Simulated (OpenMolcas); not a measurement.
# HOF (hypofluorous acid): BP86/ANO-L-VDZ (RICD fitting, fitting threshold 0.0001)

Aim: the vertical electron affinity of HOF (hypofluorous acid) at BP86/ANO-L-VDZ (RICD fitting, fitting threshold 0.0001), from 2 runs. 

The calculation is run with OpenMolcas 26.06.

### 1 The structure to begin with

HOF: 3 atoms, total charge 0, spin state singlet. As SMILES, `OF`. The coordinates come from a PBE0-D4/def2-TZVP relaxation.

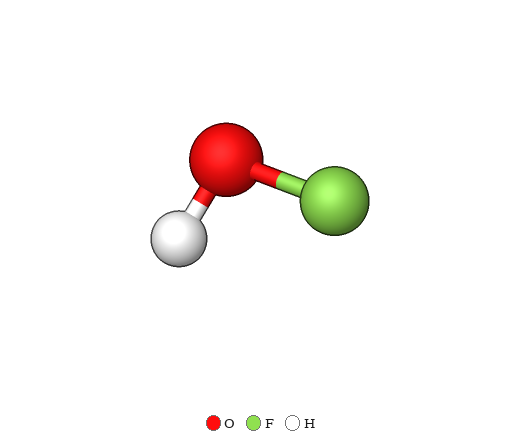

Viewed from a chosen angle; oxygen red, fluorine green, hydrogen white.

### 2 Energy and forces at BP86/ANO-L-VDZ (RICD fitting, fitting threshold 0.0001)

job.inp

```
&GATEWAY
COORD
3
bohr
O      0.81369717    -0.39748499     0.40880445
F     -0.41934912     1.91735392    -0.02074919
H     -0.39436694    -1.51986893    -0.38805526
BASIS=ANO-L-VDZ
GROUP=NoSym
RICD
ACD
CDTHRESHOLD=0.0001
&SEWARD
&SCF
KSDFT=2
1.0 GGA_X_B88
1.0 GGA_C_P86
PRORBITALS=1 1
&ALASKA
```

Launch:

```sh
$ export MOLCAS_MEM=1860
$ pymolcas job.inp > job.log
```

Output:

```text
--- Start Module: gateway ---
[...]
--- Stop Module: gateway /rc=_RC_ALL_IS_WELL_ ---
[...]
      Basis functions           20
[...]
--- Start Module: scf ---
[...]
       Convergence after  12 Iterations
[...]
::    Total KS-DFT energy                            -175.5737269880
[...]
      Total spin, S                                     0.0000000000
[...]
      Total electronic charge=   18.000000
      Total            charge=   -0.000000
[...]
      Dipole Moment (debye):
      Origin of the operator (angstrom)=    0.0684    0.4195    0.0846
                   X= -1.1237E+00               Y= -1.7874E+00               Z= -8.2365E-01           Total=  2.2663E+00
      Quadrupole Moment (debye*angstrom):
[...]
--- Stop Module: scf /rc=_RC_ALL_IS_WELL_ ---
[...]
--- Start Module: alaska ---
[...]
 *              Molecular gradients               *
 **************************************************
  Irreducible representation: a
 ------------------------------------------------------------------------------------------
                              X                       Y                       Z
 ------------------------------------------------------------------------------------------
  O1               -6.16370673605253E-02    3.81924693719906E-02   -3.00699414169547E-02
  F2                3.40689387182715E-02   -7.13785525434965E-02    1.10456174154894E-02
  H3                2.75681286422564E-02    3.31860831714925E-02    1.90243240014656E-02
 ------------------------------------------------------------------------------------------
--- Stop Module: alaska /rc=_RC_ALL_IS_WELL_ ---
[...]
```

It took 2.7 s on 1 thread of Arm Neoverse V2, shared host; peak memory 0.082 GiB.

### 3 The doublet anion

job.inp

```
&GATEWAY
  Coord
  3
  bohr
  O      0.81369717    -0.39748499     0.40880445
  F     -0.41934912     1.91735392    -0.02074919
  H     -0.39436694    -1.51986893    -0.38805526
  Basis = ANO-L-VDZ
  Group = NoSym
  RICD
  aCD
  CDThreshold = 0.0001

&SEWARD

&SCF
  UHF
  Charge = -1
  Spin = 2
  KSDFT = 2
  1.0 GGA_X_B88
  1.0 GGA_C_P86
  PrOrbitals = 1 1

&ALASKA
```

Launch:

```sh
$ export MOLCAS_MEM=1860
$ pymolcas job.inp > job.log
```

Output:

```text
--- Start Module: gateway ---
[...]
--- Stop Module: gateway /rc=_RC_ALL_IS_WELL_ ---
[...]
      Basis functions           20
[...]
--- Start Module: scf ---
[...]
       Convergence after  26 Iterations
[...]
::    Total KS-DFT energy                            -175.5366331734
[...]
      Total spin, S                                     0.5002996508
[...]
      Total electronic charge=   19.000000
      Total            charge=   -1.000000
[...]
      Dipole Moment (debye):
      Origin of the operator (angstrom)=    0.0684    0.4195    0.0846
                   X= -6.6387E-01               Y=  2.9902E+00               Z= -3.7864E-02           Total=  3.0632E+00
      Center of Charge (angstrom)
[...]
--- Stop Module: scf /rc=_RC_ALL_IS_WELL_ ---
[...]
--- Start Module: alaska ---
[...]
 *              Molecular gradients               *
 **************************************************
  Irreducible representation: a
 ------------------------------------------------------------------------------------------
                              X                       Y                       Z
 ------------------------------------------------------------------------------------------
  O1               -1.29779000345176E-01    1.45443742267162E-01   -5.61012631736837E-02
  F2                9.49913663250470E-02   -2.05714886871169E-01    3.00548219018535E-02
  H3                3.47876340201330E-02    6.02711446040016E-02    2.60464412718300E-02
 ------------------------------------------------------------------------------------------
--- Stop Module: alaska /rc=_RC_ALL_IS_WELL_ ---
[...]
```

Wall time 4.5 s (1 thread of Arm Neoverse V2, shared host); peak memory 0.082 GiB.

### 4 What came out

At BP86/ANO-L-VDZ (RICD fitting, fitting threshold 0.0001):

| quantity | value |
| --- | --- |
| singlet HOF: total energy | -175.57373 Eh |
| singlet HOF: dipole moment | 2.27 D |
| singlet HOF: HOMO energy | -7.47 eV |
| singlet HOF: LUMO energy | -3.32 eV |
| singlet HOF: HOMO–LUMO gap | 4.15 eV |
| singlet HOF: largest force on an atom | 4.107 eV/Å |
| doublet anion: total energy | -175.53663 Eh |
| doublet anion: HOMO energy (highest over α and β) | 4.20 eV |
| doublet anion: LUMO energy (lowest over α and β) | 4.89 eV |
| doublet anion: ⟨S²⟩ | 0.751 |
| doublet anion: largest force on an atom | 11.754 eV/Å |
| vertical electron affinity (to the doublet anion) | -1.009 eV |

What this shows: The anion lies 1.01 eV (23 kcal/mol) above the neutral: the electron isn't bound at this level, and such a value depends on the basis. Without diffuse functions anions come out too high. The largest force (singlet HOF) is 4.11 eV/Å: the shape isn't a stationary point for this species at this level. Mulliken charges (singlet HOF) run from -0.14 on O1 to +0.28 on H3. The HOMO (doublet anion) lies at positive energy, 4.20 eV, as semi-local functionals often give for anions; only total energies tell whether the electron is bound.
